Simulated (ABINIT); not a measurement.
# LiF (Griceite): a self-consistent loop beyond G0W0, cycle by cycle

Aim: iterate the self-energy on LiF (Griceite) and follow the gap from cycle to cycle.

Main program and level: ABINIT 10.8.3; LDA and many-body steps on it, plane waves.

## (1) The structure

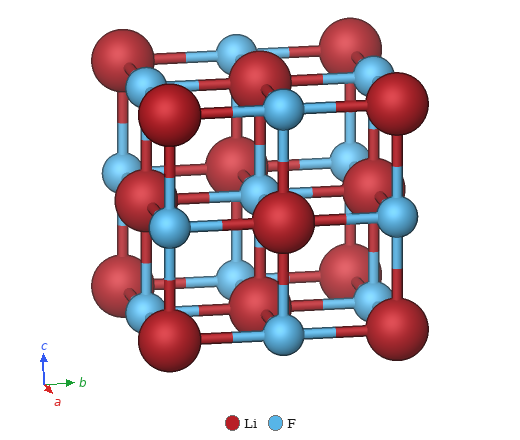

The starting structure, seen slightly off an axis (lithium red, fluorine blue). This picture shows the conventional cell, with its axes. Some periodic images of atoms are drawn too.

The cell and positions come from the Crystallography Open Database and are kept as given unless a step says otherwise.

## (2) Empty states on the mesh, 6×6×6 mesh, 28 bands

This step: ABINIT 10.8.3; DFT, LDA, plane waves, norm-conserving pseudopotentials.

The sums over transitions need many empty states on a uniform mesh; this step solves for them.

run.abi reads:

```
acell 3*1.0 Angstrom
rprim 
  0.000000000000 2.014000000000 2.014000000000
  2.014000000000 0.000000000000 2.014000000000
  2.014000000000 2.014000000000 -0.000000000000
ntypat 2
znucl 3 9
natom 2
typat 1 2
xred 
  0.000000000000 0.000000000000 0.000000000000
  0.500000000000 0.500000000000 0.500000000000
pp_dirpath "pseudos"
pseudos "Li.upf, F.upf"
ecut 36
ngkpt 6 6 6
nshiftk 1
shiftk 0 0 0
kptopt 1
chksymbreak 0
iscf -2
irdden 1
istwfk *1
nband 28
nbdbuf 4
tolwfr 1e-09
nstep 60
prtvol 0
indata_prefix "in"
outdata_prefix "out"
tmpdata_prefix "tmp"
```

Started as:

```
$ OMP_NUM_THREADS=1 mpirun -n 4 abinit run.abi > log
```

Numbers of over 12 decimals in the logs are rounded to 6 here.

What it wrote:

```text
.Version 10.8.3 of ABINIT. v10.8.2 released Aug 2026.

 Symmetries : space group Fm -3 m (#225); Bravais cF (face-center cubic)
[... echo of the input left out ...]
== DATASET  1 ==================================================================
-   mpi_nproc: 4, omp_nthreads: 1 (-1 if OMP is not activated)

--- !DatasetInfo
iteration_state: {dtset: 1, }
dimensions: {natom: 2, nkpt: 16, mband: 28, nsppol: 1, nspinor: 1, nspden: 1, mpw: 1158, }
cutoff_energies: {ecut:  36.0, pawecutdg:  -1.0, }
[...]
0.81338    0.83141    0.83141    0.83141    0.93882    1.09677    1.09677    1.58893
   1.58893    1.58893    1.73022    2.33150    2.33150    2.33150    2.43061    2.45802
   2.45802    2.48983    2.48983    2.48983
 prteigrs : prtvol=0 or 1, do not print more k-points.

== END DATASET(S) ==============================================================
================================================================================

 -outvars: echo values of variables after computation  --------
            nband          28
             nkpt          16
          spgroup         225
 [... the other variables as echoed above ...]

 Calculation completed.
```

Elapsed: 2.9 s, on 4 MPI ranks of Arm Neoverse V2, shared host; peak memory 0.07 GiB; 11 s of CPU time.

Numbers from this step:

* gap: 8.864 eV
* k of the valence top: 0, 0, 0
* k of the conduction bottom: 0, 0, 0
* least direct gap: 8.864 eV
* k points computed: 16
* lowest point of the top converged band, above the valence top: 57.3349 eV

On this mesh the gap is 8.864 eV.

The density comes from a self-consistent run that is not shown.

## (3) Screening, 6×6×6 mesh, 24 bands, screening to 130.6 eV

The RPA dielectric matrix is built and inverted for each q.

This step: RPA screening on LDA, plane waves, norm-conserving pseudopotentials.

run.abi, as its differences from that of step 2:

```diff
@@ -20,10 +20,11 @@
 chksymbreak 0
-iscf -2
-irdden 1
 istwfk *1
-nband 28
-nbdbuf 4
-tolwfr 1e-09
-nstep 60
-prtvol 0
+occopt 1
+irdwfk 1
+optdriver 3
+nband 24
+ecuteps 4.8
+inclvkb 2
+awtr 1
+symchi 1
 indata_prefix "in"
```

What it wrote:

```text
.Version 10.8.3 of ABINIT. v10.8.2 released Aug 2026.

 Symmetries : space group Fm -3 m (#225); Bravais cF (face-center cubic)
[... echo of the input left out ...]
== DATASET  1 ==================================================================
-   mpi_nproc: 4, omp_nthreads: 1 (-1 if OMP is not activated)

--- !DatasetInfo
iteration_state: {dtset: 1, }
dimensions: {natom: 2, nkpt: 16, mband: 24, nsppol: 1, nspinor: 1, nspden: 1, mpw: 1158, }
cutoff_energies: {ecut:  36.0, pawecutdg:  -1.0, }
electrons: {nelect:   1.00000000E+01, charge:   0.00000000E+00, occopt:   1.00000000E+00, tsmear:   1.00000000E-02, }

 SCREENING: Calculation of the susceptibility and dielectric matrices

 Based on a program developped by R.W. Godby, V. Olevano, G. Onida, and L. Reining.
 Incorporated in ABINIT by V. Olevano, G.-M. Rignanese, and M. Torrent.
.Using double precision arithmetic ; gwpc =  8

[... cell and pseudopotentials left out ...]
--------------------------------------------------------------------------------

 ==== K-mesh for the wavefunctions ====
 Number of points in the irreducible wedge :    16
[... list of points left out ...]
 Together with 48 symmetry operations and time-reversal symmetry
 yields   216 points in the full Brillouin Zone.

 ==== Q-mesh for the screening function ====
 Number of points in the irreducible wedge :    16
[... list of points left out ...]
 Together with 48 symmetry operations and time-reversal symmetry
 yields   216 points in the full Brillouin Zone.

 setmesh: FFT mesh size selected  =    20x   20x   20
          total number of points  =         8000

 vcoul_init : cutoff-mode = AUXILIARY_FUNCTION
 q-points for optical limit:   1
     1)      0.000010    0.000020    0.000030

- screening: taking advantage of time-reversal symmetry
- Maximum band index for partially occupied states nbvw = 5
- Remaining bands to be divided among processors   nbcw = 19
- Number of bands treated by each node ~4

 Number of electrons calculated from density =   10.0000; Expected =   10.0000
 average of density, n =  0.090697
 r_s =    1.3807
 omega_plasma =   29.0505 [eV]

 calculating chi0 at frequencies [eV] :
  1    0.000000E+00    0.000000E+00
  2    0.000000E+00    2.905047E+01

--------------------------------------------------------------------------------
  q-point number  1        q = ( 0.000000, 0.000000, 0.000000) [r.l.u.]
--------------------------------------------------------------------------------
[... chi0 elements left out ...]
 For q-point:  0.000010 0.000020 0.000030
  dielectric constant =   2.0209
  dielectric constant without local fields =   2.1131

  Average fulfillment of the sum rule on Im[epsilon] for q-point    1 :     35.98  [%]
[... wings left out ...]
  q-point number  2        q = ( 0.166667, 0.000000, 0.000000) [r.l.u.]
--------------------------------------------------------------------------------
[... chi0 elements left out ...]
  Average fulfillment of the sum rule on Im[epsilon] for q-point    2 :     63.66  [%]

 [... 14 further q-points ...]
```

The job ended after 3.7 s (4 MPI ranks; peak memory 0.36 GiB).

This step gave:

- ε∞ with local fields, on this mesh, along the program's q direction: 2.021
- the same without local fields: 2.113
- plasma frequency: 29.05 eV
- plane waves in the screening matrix: 59

Local fields lower ε∞ by 4 %.

## (4) G0W0

The self-energy is evaluated for the states that the input lists, and the levels follow from it, in one-shot runs by the linearised quasiparticle equation.

This step: G0W0 on LDA, plane waves, norm-conserving pseudopotentials.

run.abi, as its differences from that of step 3:

```diff
@@ -23,8 +23,15 @@
 irdwfk 1
-optdriver 3
+optdriver 4
 nband 24
+gwcalctyp 0
+ecutsigx 36
+symsigma 1
+nkptgw 1
+kptgw 
+  0.0000000000 0.0000000000 0.0000000000
+bdgw 
+  3 9
 ecuteps 4.8
-inclvkb 2
-awtr 1
-symchi 1
+irdscr 1
+ppmodel 1
 indata_prefix "in"
```

What it wrote:

```text
.Version 10.8.3 of ABINIT. v10.8.2 released Aug 2026.

 Symmetries : space group Fm -3 m (#225); Bravais cF (face-center cubic)
[... echo of the input left out ...]
== DATASET  1 ==================================================================
-   mpi_nproc: 4, omp_nthreads: 1 (-1 if OMP is not activated)

--- !DatasetInfo
iteration_state: {dtset: 1, }
dimensions: {natom: 2, nkpt: 16, mband: 24, nsppol: 1, nspinor: 1, nspden: 1, mpw: 1158, }
cutoff_energies: {ecut:  36.0, pawecutdg:  -1.0, }
electrons: {nelect:   1.00000000E+01, charge:   0.00000000E+00, occopt:   1.00000000E+00, tsmear:   1.00000000E-02, }

 SIGMA: Calculation of the GW corrections

 Based on a program developped by R.W. Godby, V. Olevano, G. Onida, and L. Reining.
 Incorporated in ABINIT by V. Olevano, G.-M. Rignanese, and M. Torrent.
.Using double precision arithmetic ; gwpc =  8

[... cell and pseudopotentials left out ...]
--------------------------------------------------------------------------------

 ==== K-mesh for the wavefunctions ====
 Number of points in the irreducible wedge :    16
[... list of points left out ...]
 Together with 48 symmetry operations and time-reversal symmetry
 yields   216 points in the full Brillouin Zone.

 ==== Q-mesh for screening function ====
 Number of points in the irreducible wedge :    16
[... list of points left out ...]
 Together with 48 symmetry operations and time-reversal symmetry
 yields   216 points in the full Brillouin Zone.

 vcoul_init : cutoff-mode = AUXILIARY_FUNCTION
 q-points for optical limit:   1
     1)      0.000010    0.000020    0.000030
 setmesh: FFT mesh size selected  =    30x   30x   30
          total number of points  =        27000

 Number of electrons calculated from density =   10.0000; Expected =   10.0000
 average of density, n =  0.090697
 r_s =    1.3807
 omega_plasma =   29.0505 [eV]

 === KS Band Gaps ===
  >>>> For spin  1
   Minimum direct gap =   8.8641 [eV], located at k-point      :   0.0000  0.0000  0.0000
   Fundamental gap    =   8.8641 [eV], Top of valence bands at :   0.0000  0.0000  0.0000
                                       Bottom of conduction at :   0.0000  0.0000  0.0000
 SIGMA fundamental parameters:
 PLASMON POLE MODEL  1
 number of plane-waves for SigmaX                 1139
 number of plane-waves for SigmaC and W             59
 number of plane-waves for wavefunctions          1139
 number of bands                                    24
 number of independent spin polarizations            1
 number of spinorial components                      1
 number of k-points in IBZ                          16
 number of q-points in IBZ                          16
 number of symmetry operations                      48
 number of k-points in BZ                          216
 number of q-points in BZ                          216
 number of frequencies for dSigma/dE                 9
 frequency step for dSigma/dE [eV]                0.25
 number of omega for Sigma on real axis              0
 max omega for Sigma on real axis  [eV]           0.00
 zcut for avoiding poles [eV]                     0.10

 EPSILON^-1 parameters (SCR file):
 dimension of the eps^-1 matrix on file             59
 dimension of the eps^-1 matrix used                59
 number of plane-waves for wavefunctions          1139
 number of bands                                    24
 number of q-points in IBZ                          16
 number of frequencies                               2
 number of real frequencies                          1
 number of imag frequencies                          1

 matrix elements of self-energy operator (all in [eV])

 Perturbative Calculation

--- !SelfEnergy_ee
iteration_state: {dtset: 1, }
kpoint     : [   0.000,    0.000,    0.000, ]
spin       : 1
KS_gap     :    8.864
QP_gap     :   13.529
Delta_QP_KS:    4.665
data: !SigmaeeData |
     Band     E0 <VxcDFT>   SigX SigC(E0)      Z dSigC/dE  Sig(E)    E-E0       E
        3  -1.366 -22.703 -30.606   4.948   0.827  -0.209 -25.147  -2.444  -3.809
        4  -1.366 -22.703 -30.606   4.948   0.827  -0.209 -25.147  -2.444  -3.809
        5  -1.366 -22.703 -30.606   4.948   0.827  -0.209 -25.147  -2.444  -3.809
        6   7.499 -12.219  -6.791  -2.931   0.890  -0.124  -9.997   2.222   9.720
        7  22.133 -10.804  -3.125  -3.776   0.881  -0.135  -7.365   3.440  25.573
        8  22.133 -10.804  -3.125  -3.776   0.881  -0.135  -7.365   3.440  25.573
        9  22.133 -10.804  -3.125  -3.776   0.881  -0.135  -7.365   3.440  25.573

== END DATASET(S) ==============================================================
================================================================================

 -outvars: echo values of variables after computation  --------
           etotal      0.0000000000E+00
            nband          24
             nkpt          16
          spgroup         225
 [... the other variables as echoed above ...]

 Calculation completed.
```

Run time: 1.7 s. Hardware: 4 MPI ranks; peak memory 0.12 GiB; 6.6 s of CPU time.

This step gave:

```
G0W0 gap on the points computed              : 13.53 eV
starting gap on the mesh                     : 8.864 eV
k of the valence top                         : 0, 0, 0
k of the conduction bottom                   : 0, 0, 0
Z at the valence top                         : 0.827
Z at the conduction bottom                   : 0.89
least direct G0W0 gap on the computed points : 13.53 eV
```

The gap on the mesh goes from 8.86 eV to 13.53 eV, a correction of +4.66 eV.

## (5) evGW0, cycle 1

This step: evGW0 on LDA, plane waves, norm-conserving pseudopotentials.

run.abi, as its differences from that of step 4:

```diff
@@ -25,10 +25,40 @@
 nband 24
-gwcalctyp 0
+gwcalctyp 10
 ecutsigx 36
 symsigma 1
-nkptgw 1
+nkptgw 16
 kptgw 
   0.0000000000 0.0000000000 0.0000000000
+  0.1666666667 0.0000000000 0.0000000000
+  0.3333333333 0.0000000000 0.0000000000
+  0.5000000000 0.0000000000 0.0000000000
+  0.1666666667 0.1666666667 0.0000000000
+  0.3333333333 0.1666666667 0.0000000000
+  0.5000000000 0.1666666667 0.0000000000
+  -0.3333333333 0.1666666667 0.0000000000
+  -0.1666666667 0.1666666667 0.0000000000
+  0.3333333333 0.3333333333 0.0000000000
+  0.5000000000 0.3333333333 0.0000000000
+  -0.3333333333 0.3333333333 0.0000000000
+  0.5000000000 0.5000000000 0.0000000000
+  0.5000000000 0.3333333333 0.1666666667
+  -0.3333333333 0.3333333333 0.1666666667
+  -0.3333333333 0.5000000000 0.1666666667
 bdgw 
-  3 9
+  1 12
+  1 12
+  1 12
+  1 12
+  1 12
+  1 12
+  1 12
+  1 12
+  1 12
+  1 12
+  1 12
+  1 12
+  1 12
+  1 12
+  1 12
+  1 12
 ecuteps 4.8
```

What it wrote:

```text
.Version 10.8.3 of ABINIT. v10.8.2 released Aug 2026.

 Symmetries : space group Fm -3 m (#225); Bravais cF (face-center cubic)
[... echo of the input left out ...]
== DATASET  1 ==================================================================
-   mpi_nproc: 4, omp_nthreads: 1 (-1 if OMP is not activated)

--- !DatasetInfo
iteration_state: {dtset: 1, }
dimensions: {natom: 2, nkpt: 16, mband: 24, nsppol: 1, nspinor: 1, nspden: 1, mpw: 1158, }
cutoff_energies: {ecut:  36.0, pawecutdg:  -1.0, }
electrons: {nelect:   1.00000000E+01, charge:   0.00000000E+00, occopt:   1.00000000E+00, tsmear:   1.00000000E-02, }

 SIGMA: Calculation of the GW corrections

 Based on a program developped by R.W. Godby, V. Olevano, G. Onida, and L. Reining.
 Incorporated in ABINIT by V. Olevano, G.-M. Rignanese, and M. Torrent.
.Using double precision arithmetic ; gwpc =  8

[... cell and pseudopotentials left out ...]
--------------------------------------------------------------------------------

 ==== K-mesh for the wavefunctions ====
 Number of points in the irreducible wedge :    16
[... list of points left out ...]
 Together with 48 symmetry operations and time-reversal symmetry
 yields   216 points in the full Brillouin Zone.

 ==== Q-mesh for screening function ====
 Number of points in the irreducible wedge :    16
[... list of points left out ...]
 Together with 48 symmetry operations and time-reversal symmetry
 yields   216 points in the full Brillouin Zone.

 vcoul_init : cutoff-mode = AUXILIARY_FUNCTION
 q-points for optical limit:   1
     1)      0.000010    0.000020    0.000030
 setmesh: FFT mesh size selected  =    30x   30x   30
          total number of points  =        27000

 Number of electrons calculated from density =   10.0000; Expected =   10.0000
[...]
QP_gap     :   19.160
Delta_QP_KS:    5.339
data: !SigmaeeData |
     Band     E_DFT   <VxcDFT>   E(N-1)  <Hhartree>   SigX  SigC[E(N-1)]    Z     dSigC/dE  Sig[E(N)]  DeltaE  E(N)_pert E(N)_diago
[...]
--- !SelfEnergy_ee
iteration_state: {dtset: 1, }
kpoint     : [  -0.333,    0.500,    0.167, ]
spin       : 1
KS_gap     :   15.360
QP_gap     :   21.070
Delta_QP_KS:    5.710
data: !SigmaeeData |
     Band     E_DFT   <VxcDFT>   E(N-1)  <Hhartree>   SigX  SigC[E(N-1)]    Z     dSigC/dE  Sig[E(N)]  DeltaE  E(N)_pert E(N)_diago
[...]
11    29.881    -9.584    29.881    39.465    -2.322    -3.918     0.860    -0.163    -6.708     2.876    32.757    33.226
       12    32.335   -12.307    32.335    44.642    -4.300    -4.420     0.790    -0.266    -9.474     2.833    35.168    35.922

 New Fermi energy :        1.042662E-01 Ha ,    2.837227E+00 eV
 New Exchange energy :    -6.037245E+00 Ha ,   -1.642818E+02 eV

 === QP Band Gaps ===
  >>>> For spin  1
   Minimum direct gap =  14.3154 [eV], located at k-point      :   0.0000  0.0000  0.0000
   Fundamental gap    =  14.3154 [eV], Top of valence bands at :   0.0000  0.0000  0.0000
                                       Bottom of conduction at :   0.0000  0.0000  0.0000

 writing QP data on file : out_QPS

 Convergence of QP corrections
 >>>>> For spin  1 <<<<<
.  kptgw no:  1; Maximum DeltaE = (  -9.066   0.011) for band index:  1
.  kptgw no:  2; Maximum DeltaE = (  -9.091   0.020) for band index:  1
.  kptgw no:  3; Maximum DeltaE = (  -9.186   0.001) for band index:  1
[...]
.  kptgw no: 15; Maximum DeltaE = (  -8.984   0.007) for band index:  1
.  kptgw no: 16; Maximum DeltaE = (  -8.974   0.022) for band index:  1

== END DATASET(S) ==============================================================
================================================================================

 -outvars: echo values of variables after computation  --------
           etotal      0.0000000000E+00
            nband          24
             nkpt          16
          spgroup         225
 [... the other variables as echoed above ...]

 Calculation completed.
```

Wall time 23 s (4 MPI ranks); peak memory 0.73 GiB.

Numbers from this step:

```yaml
quasiparticle_gap_on_the_mesh: 14.31 eV
gap_of_the_density_functional_on_the_mesh: 8.864 eV
k_of_the_valence_top: 0, 0, 0
k_of_the_conduction_bottom: 0, 0, 0
z_at_the_valence_top: 0.827
z_at_the_conduction_bottom: 0.89
least_direct_quasiparticle_gap_on_the_computed_points: 14.31 eV
```

Against G0W0 in ABINIT (6×6×6 mesh, 24 bands, screening to 130.6 eV, Godby-Needs plasmon pole), the gap moves by +0.786 eV. This first cycle still uses the starting levels; it takes the full correction, at all points of the mesh, and its linearised value is 13.529 eV.

## (6) evGW0, cycle 2

The corrected levels of the last cycle go back in.

run.abi, as its differences from that of step 5:

```diff
@@ -66,2 +66,3 @@
 ppmodel 1
+irdqps 1
 indata_prefix "in"
```

What it wrote:

```text
.Version 10.8.3 of ABINIT. v10.8.2 released Aug 2026.

 Symmetries : space group Fm -3 m (#225); Bravais cF (face-center cubic)
[... echo of the input left out ...]
== DATASET  1 ==================================================================
-   mpi_nproc: 4, omp_nthreads: 1 (-1 if OMP is not activated)

--- !DatasetInfo
iteration_state: {dtset: 1, }
dimensions: {natom: 2, nkpt: 16, mband: 24, nsppol: 1, nspinor: 1, nspden: 1, mpw: 1158, }
cutoff_energies: {ecut:  36.0, pawecutdg:  -1.0, }
[...]
.  kptgw no:  3; Maximum DeltaE = (   0.487  -0.044) for band index:  2
[...]
.  kptgw no: 15; Maximum DeltaE = (   0.472  -0.042) for band index:  2
.  kptgw no: 16; Maximum DeltaE = (   0.463  -0.066) for band index:  2

== END DATASET(S) ==============================================================
================================================================================

 -outvars: echo values of variables after computation  --------
           etotal      0.0000000000E+00
            nband          24
             nkpt          16
          spgroup         225
 [... the other variables as echoed above ...]

 Calculation completed.
```

The job ended after 23 s (4 MPI ranks; peak memory 0.73 GiB; 91 s of CPU time).

Numbers from this step:

```yaml
quasiparticle_gap_on_the_mesh: 14.22 eV
gap_of_the_density_functional_on_the_mesh: 8.864 eV
k_of_the_valence_top: 0, 0, 0
k_of_the_conduction_bottom: 0, 0, 0
least_direct_quasiparticle_gap_on_the_computed_points: 14.22 eV
```

Against the cycle before, the gap moves by −0.095 eV.

(Continued in part 2 of 3.)

[Paths, hosts, dates, memory and timing lines, banners, echoed tables and standing remarks are left out of the program output.]

[Logs are printed without paths, hosts, clocks, repeated set-up lines and the standing remarks that a program may print on its own settings, such as how far it seeks lower states.]

[Runs of the session that timed out or met a known fault of the program may be left out.]

[Hosts, paths, dates, database ids (printed as entryN), source tags and the programs' standing remarks are cut or masked in the printed files.]

[G0W0 gaps are taken among the corrected bands and points alone; a level outside them can change the order at an edge.]

[Where Ansatz stands beside ABINIT at settings called matched, ABINIT's density can come from a denser mesh and the files from another edition; pairs whose starting gaps differed by over 0.03 eV were left out, so agreement reads better than it is.]
